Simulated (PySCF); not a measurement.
# RhOBr: structure of the singlet

Aim: relax RhOBr as a singlet from a hand-made bent geometry, check by its vibrations whether the end is a minimum, and collect its spectrum and constants.

Computed with PySCF 2.14.0. Level: B3LYP, basis Rh def2-SVP with ECP28, O def2-SVP, Br def2-SVP, scalar-relativistic core potentials, no spin–orbit coupling, density fitting.

### 1 The system as given

3 atoms, charge 0, spin multiplicity 1.

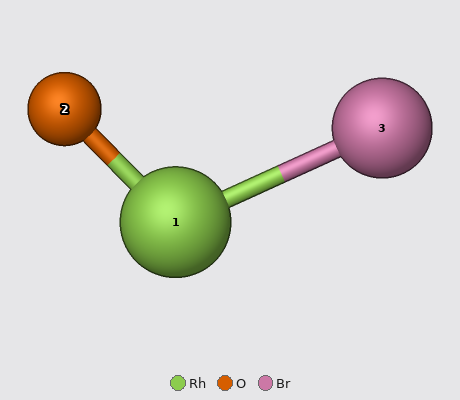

Start geometry, drawn with rhodium green, oxygen orange, bromine pink; atoms are numbered from 1 in the order of the file.

```xyz
3
charge 0 multiplicity 1
Rh   -0.6704    0.0000   -0.6243
O    -2.0384    0.0000    0.3336
Br    1.2874    0.0000    0.7465
```

### 2 Relaxing the singlet from the bent start

The steps below are one call of a driver around PySCF. For each, scf.py gives the equivalent set-up of the SCF; relaxations use the driver's own optimiser. Before each start the driver seeks the lowest SCF state from one or more starting densities and follows internal instabilities, so scf.py alone need not reach the same state.

The program finds Cs symmetry in the start, which this walk keeps.

scf.py

```python
from pyscf import gto, scf, dft
mol = gto.M(atom='''
Rh    -0.670438     0.000000    -0.624323
O     -2.038438     0.000000     0.333577
Br     1.287362     0.000000     0.746477''',
    basis={'Rh': 'def2-SVP', 'O': 'def2-SVP', 'Br': 'def2-SVP'},
    ecp={'Rh': 'def2-SVP'},
    charge=0, spin=0)
mf = dft.RKS(mol, xc='B3LYP')
mf.grids.atom_grid = (50, 194)
aux = {'Rh': 'def2-universal-JKFIT', 'O': 'def2-universal-JKFIT', 'Br': 'def2-universal-JKFIT'}
mf = mf.density_fit(auxbasis=aux)
mf.kernel()
```

Steps of the walk:

```
step   energy (Eh)  change (kJ/mol)  largest symmetric gradient (Eh/bohr)
   0  -2759.549736             0.00                               0.01476
   1  -2759.551901            -5.68                               0.01258
   2  -2759.554219           -11.77                               0.02003
   3  -2759.554972           -13.75                               0.01004
   4  -2759.555386           -14.83                               0.00303
   5  -2759.555394           -14.85                               0.00180
   6  -2759.555399           -14.87                               0.00007
```

The walk ran for 6.6 s (4 threads, shared host).

Geometry (Å) and forces (eV/Å) at some steps:

```
step 0
Rh  -0.670   0.000  -0.624   0.759   0.000   0.672
O   -2.038   0.000   0.334  -0.463   0.000  -0.140
Br   1.287   0.000   0.746  -0.295   0.000  -0.532
step 1
Rh  -0.653   0.000  -0.579   0.115   0.000   0.647
O   -2.078   0.000   0.309  -0.035   0.000  -0.337
Br   1.309   0.000   0.725  -0.079   0.000  -0.309
step 3
Rh  -0.634   0.000  -0.429  -0.513   0.000   0.164
O   -2.184   0.000   0.218   0.289   0.000  -0.226
Br   1.397   0.000   0.668   0.223   0.000   0.061
step 6
Rh  -0.643   0.000  -0.376   0.001   0.000   0.003
O   -2.218   0.000   0.180   0.003   0.000   0.000
Br   1.440   0.000   0.651  -0.003   0.000  -0.003
```

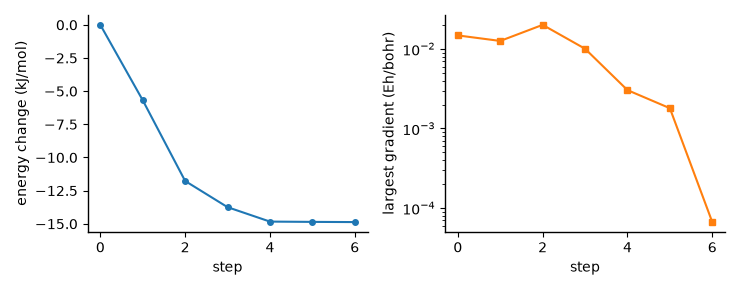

Energy and largest gradient along the walk.

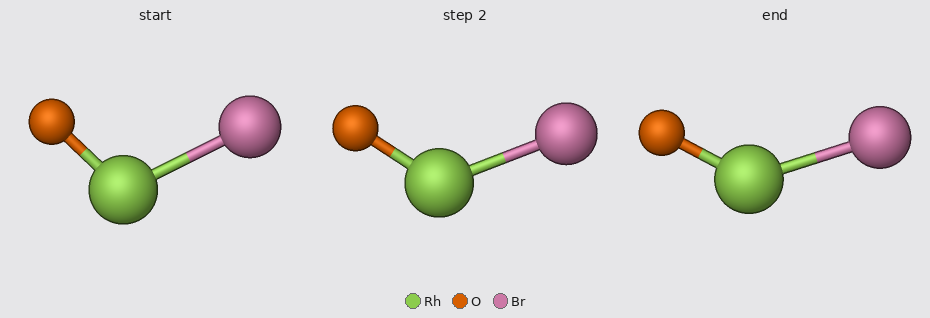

Start and end of the relaxation, with a step between.

It settles in Cs symmetry, 14.9 kJ/mol below the start, after 6 steps: Rh–Br 2.323 Å, Rh–O 1.670 Å; Br–Rh–O 134.3°.

### 3 Hessian and properties

The point is checked on the finer grid, and tightened if its gradient asks for it. The Hessian and the dipole derivatives come from central differences of analytic gradients, with steps of 0.01 bohr.

scf.py, as its differences from that of step 2:

```diff
@@ -3,3 +3,3 @@
-Rh    -0.670438     0.000000    -0.624323
-O     -2.038438     0.000000     0.333577
-Br     1.287362     0.000000     0.746477''',
+Rh    -0.703754     0.000000    -0.454831
+O     -2.278609     0.000000     0.101245
+Br     1.379480     0.000000     0.572556''',
@@ -10 +10 @@
-mf.grids.atom_grid = (50, 194)
+mf.grids.atom_grid = (75, 302)
```

This SCF starts from the last density.

SCF at the final geometry:

```text
init E= -2759.55541521797
  HOMO = -0.260852875077776  LUMO = -0.193643625936774  gap/eV = 1.82886
cycle= 1 E= -2759.55541519789  delta_E= 2.01e-08  |g|= 0.000279  |ddm|= 0.000418
  HOMO = -0.260786605079818  LUMO = -0.193570885269435  gap/eV = 1.82903
cycle= 2 E= -2759.55541493314  delta_E= 2.65e-07  |g|= 0.00106  |ddm|= 0.00134
  HOMO = -0.260824801170287  LUMO = -0.19361478435332  gap/eV = 1.82888
cycle= 3 E= -2759.55541520772  delta_E= -2.75e-07  |g|= 0.000234  |ddm|= 0.000978
  HOMO = -0.260835848903908  LUMO = -0.193625405611045  gap/eV = 1.82889
cycle= 4 E= -2759.55541522019  delta_E= -1.25e-08  |g|= 1.49e-06  |ddm|= 0.000187
  HOMO = -0.260835827229563  LUMO = -0.193625413129637  gap/eV = 1.82889
cycle= 5 E= -2759.5554152202  delta_E= -1.18e-11  |g|= 1.22e-06  |ddm|= 1.23e-05
  HOMO = -0.260835833615936  LUMO = -0.193625446105759  gap/eV = 1.82889
Extra cycle  E= -2759.5554152202  delta_E= 9.09e-13  |g|= 1.09e-06  |ddm|= 9.93e-06
converged SCF energy = -2759.5554152202
```

The whole step took 16 s.

Geometry: Cs; Rh–Br 2.323 Å, Rh–O 1.670 Å; Br–Rh–O 134.3°.

Modes, for the most abundant isotopes:

```json
{"symmetry": "a'", "ω (cm⁻¹)": "117", "IR (km/mol)": "8.1", "μ (u)": "21.39"}
{"symmetry": "a'", "ω (cm⁻¹)": "284", "IR (km/mol)": "20.5", "μ (u)": "77.97"}
{"symmetry": "a'", "ω (cm⁻¹)": "953", "IR (km/mol)": "94.1", "μ (u)": "18.06"}
```

No imaginary mode, so this is a minimum.

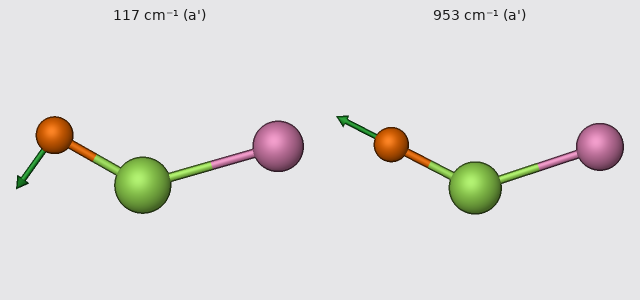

Displacements of 2 of the modes, as arrows (one member where a mode is degenerate).

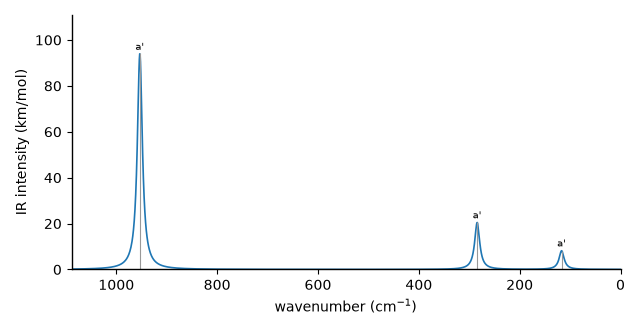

The harmonic infrared spectrum (widths in cm⁻¹). Lines are broadened to a width of 12 cm⁻¹ (Lorentzian).

Constants and moments:

| Property | Result |
| --- | --- |
| Dipole moment | 1.17 D |
| Highest occupied level | -7.10 eV |
| Lowest empty level | -5.27 eV |
| Rotational constants | 1.051, 0.05344, 0.05085 cm⁻¹ |
| Zero-point energy | 8.1 kJ/mol |
| Principal polarisabilities | 39.9, 42.2, 82.1 bohr³ |
| Atomisation energy without zero-point energy | 594 kJ/mol |
| Principal traceless quadrupole moments about the centre of mass | -3.37, 1.32, 2.04 D Å |
| Entropy at 298.15 K and 1 bar | 302.9 J/(mol K) |
| Heat capacity Cp at 298.15 K | 50.3 J/(mol K) |
| Enthalpy at 298.15 K above 0 K | 13.03 kJ/mol |
| Rotational symmetry number | 1 |

Populations by atom (charges in e):

```csv
atom,Mulliken,Löwdin,polar tensor,Mayer order to Rh1
Rh1,0.38,-0.25,0.90,–
O2,-0.28,0.01,-0.54,2.07
Br3,-0.10,0.24,-0.36,1.35
```

Mulliken populations on Rh1 (outside its core potential): s 2.64, p 6.35, d 7.62, f 0.01.

### 4 Stability of the closed shell

At the lowest minimum the closed shell is tested against spin polarisation, on the (50, 194) grid. It is unstable: an open-shell solution lies lower. That solution was not followed to a minimum here.

### 5 Summary of results

| quantity | value |
| --- | --- |
| minimum | singlet, Cs (closed shell, unstable towards spin polarisation) |
| geometry | Rh–Br 2.323 Å, Rh–O 1.670 Å; Br–Rh–O 134.3° |
| wavenumbers (cm⁻¹) | 117 (a'), 284 (a'), 953 (a') |
| dipole moment | 1.17 D |
| highest occupied, lowest empty level | -7.10, -5.27 eV |
| polar-tensor charge of Rh1 | +0.90 e |
| zero-point energy | 8.1 kJ/mol |

In words: The molecule stays Cs, as typed, and the end point is a minimum. The strongest infrared band lies at 953 cm⁻¹ (a', stretch). Only this shape and spin were tried, so other structures or states may lie lower. A stability analysis at the minimum finds the closed shell unstable towards spin polarisation: an open-shell solution lies lower, and these values are not those of the lowest state.

The search up to here took 27 s.
